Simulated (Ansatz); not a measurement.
**AlH$_{3}$···NH$_{3}$···HF: density, localisation and related maps**

```xyz
10

Al   -0.7669   -0.6476   -1.5210
H    -0.9533   -1.6933   -0.3913
H     0.6091   -0.6271   -2.3314
H    -2.0481    0.1732   -2.0061
H     0.7786    0.6868    1.3196
N     0.2755    1.3601    0.7372
H     0.4182   -1.6939    0.9482
F     1.1353   -1.4564    1.4658
H     0.9518    2.0651    0.4395
H    -0.4003    1.8333    1.3395
```

Not at a stationary point (largest force 1.1 eV/Å).

Theory: RKS PBE0/cc-pVDZ (Ansatz).

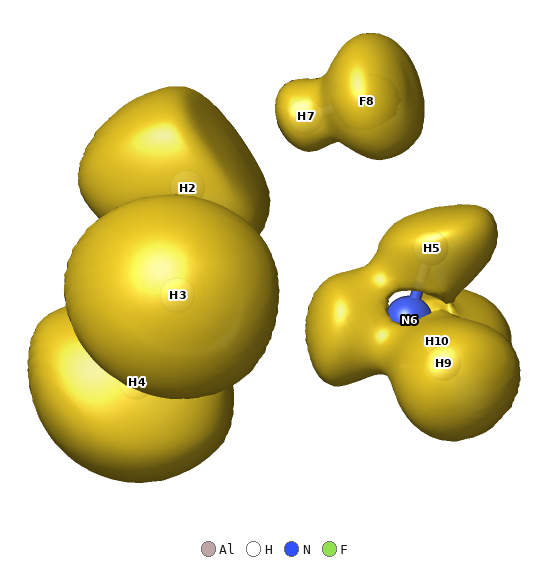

Figure 1. Isosurface of the electron localisation function at 0.75 (yellow), seen at a tilt. Core shells and regions of very low density are left out.

Question: Identify the bonds, lone pairs and shells in this picture.

Answer: The ELF exceeds this value in three regions around hydrogen nuclei, one joined region spread over several atoms (F, H), in which their bonds and any lone pairs are merged and one joined region spread over several atoms (H, N), in which their bonds and any lone pairs are merged. Along the contacts the grid gives the following. H2···H7 (1.92 Å): the ELF dips to about 0.05 between them. F–H (0.92 Å): the ELF climbs to about 1 towards the hydrogen, as it does in any bond to H; a covalent bond by its length.

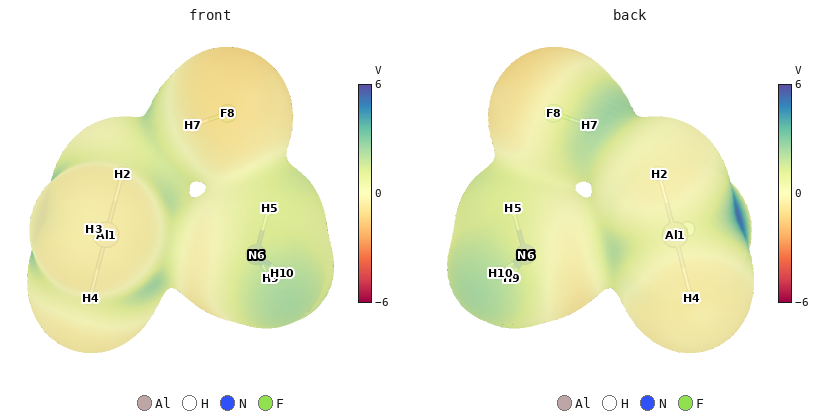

Figure 2. The molecular electrostatic potential painted on the density surface at 0.004 e/bohr³, seen from the front and from behind; the colour scale runs from red (negative) to blue (positive).

Question: Where is the surface potential most negative and most positive?

Answer: The most negative region (about −1.2 V) lies over F8, the most positive (about +5.0 V) over Al1.

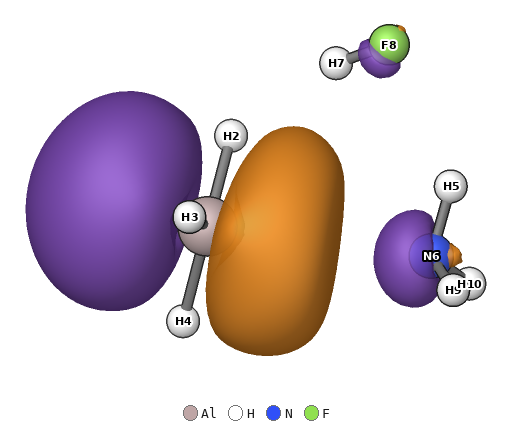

Figure 3. One frontier orbital at ±0.1 Å⁻³ᐟ² (orange and purple are the two phases), seen across its widest extent.

Question: Which orbital is it: HOMO or LUMO?

Answer: The LUMO, at −1.05 eV. It lies mainly on Al1 (about 75 %) and N6 (about 5 %).
